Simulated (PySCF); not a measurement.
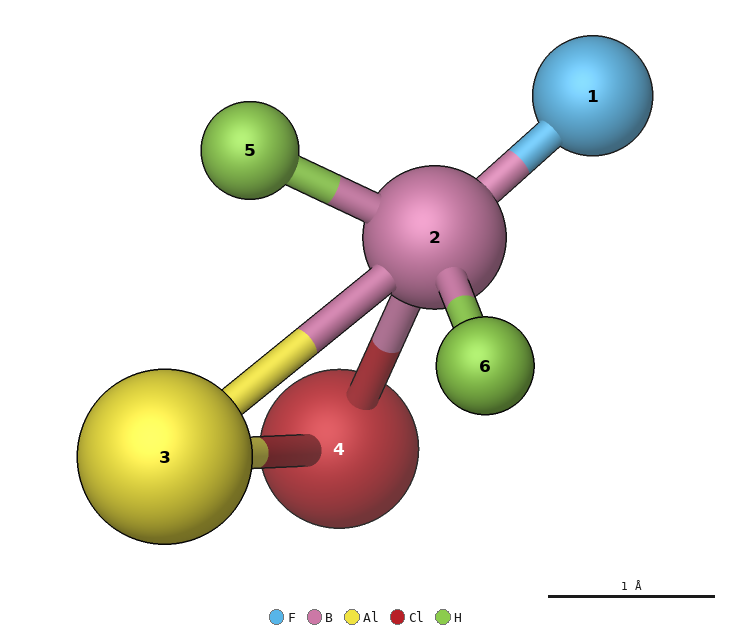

The view is orthographic, and the bar gives the scale. The computed structure is the end point of a PBE-D4/def2-SVP optimisation. No frequency run is at hand to confirm it as a minimum.

Reconstruct the coordinates (Å) as seen: x to the right, y up, z towards the viewer, origin at the mean of the atomic positions.

```xyz
6
AlBClFH2
F    1.30   1.19  -0.48
B    0.34   0.33  -0.08
Al  -1.29  -0.99   0.86
Cl  -0.23  -0.95  -1.45
H   -0.77   0.86   0.26
H    0.65  -0.44   0.89
```
